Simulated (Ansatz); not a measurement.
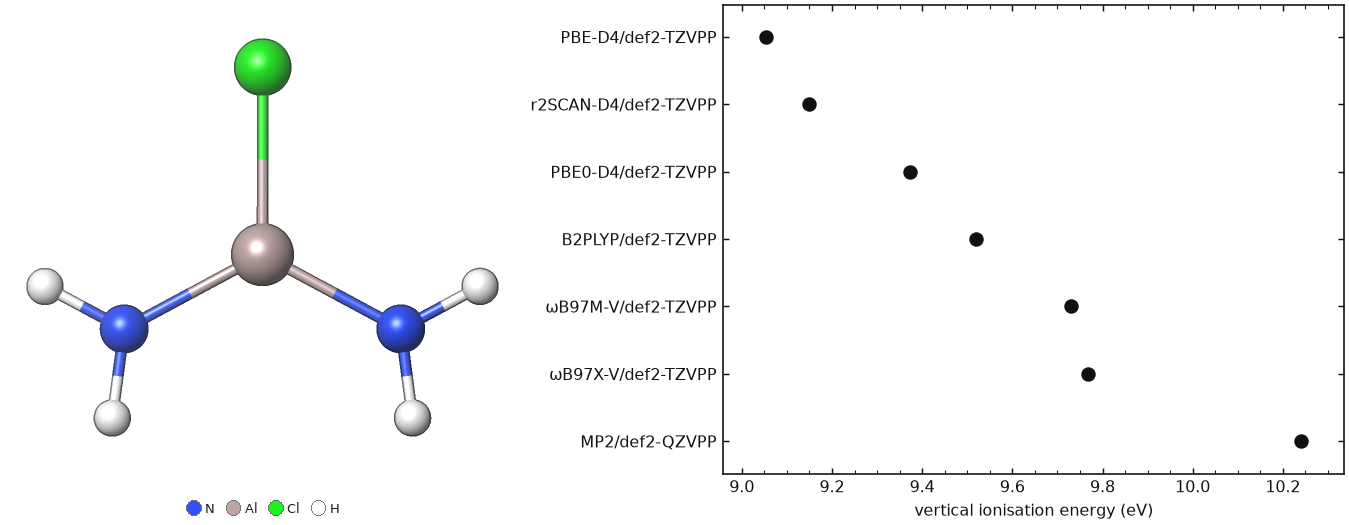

Vertical ionisation energy of AlN₂H₄Cl, SMILES [NH2][Al]([NH2])[Cl], singlet, taken as the energy of the cation less that of the neutral at fixed geometry (unrestricted doublet cation, cores frozen in correlated methods, no spin-orbit coupling), the Ansatz code, at a PBE0-D4/def2-TZVP geometry (a minimum by its frequencies).

What range do the values span?

Answer. From 9.05 eV (PBE-D4/def2-TZVPP) to 10.24 eV (MP2/def2-QZVPP).

Give the values.

Answer.
| level | eV |
| --- | --- |
| PBE-D4/def2-TZVPP | 9.05 |
| r2SCAN-D4/def2-TZVPP | 9.15 |
| PBE0-D4/def2-TZVPP | 9.37 |
| B2PLYP/def2-TZVPP | 9.52 |
| ωB97M-V/def2-TZVPP | 9.73 |
| ωB97X-V/def2-TZVPP | 9.77 |
| MP2/def2-QZVPP | 10.24 |
